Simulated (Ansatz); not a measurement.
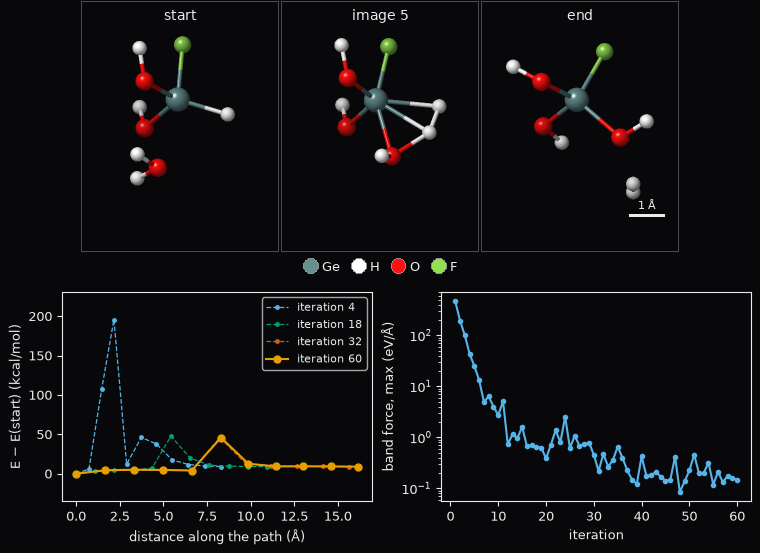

A nudged-elastic-band calculation for GeH5O3F. Images are numbered from 0 (start) to 10 (end). The plot follows the band through its iterations. Style: ball-and-stick. Shown from a free direction.

Level of theory: Ansatz 0.2.0, RKS r2SCANh-D4/def2-SVP. Settings: 9 movable images; climbing image; force threshold 0.05 eV/Å; iteration limit 60; starting path through a guess of the saddle point.

Q: How did the profile develop, and is the result final?

A: The result isn't final. The band hadn't converged when the run stopped after 60 iterations. The largest component of the band force went from 470 to 0.15 eV/Å. The barrier read from it is provisional, though the highest image hardly moved in the last two iterations. The first iteration put the highest image at 2048.1 kcal/mol. The energy climbs by 45.9 kcal/mol to image 5 and then falls by 36.9 kcal/mol, so the end point sits at +8.9 kcal/mol.

The run took 20 min on 4 threads of Arm Neoverse V2 (shared host), peak memory 0.34 GiB.
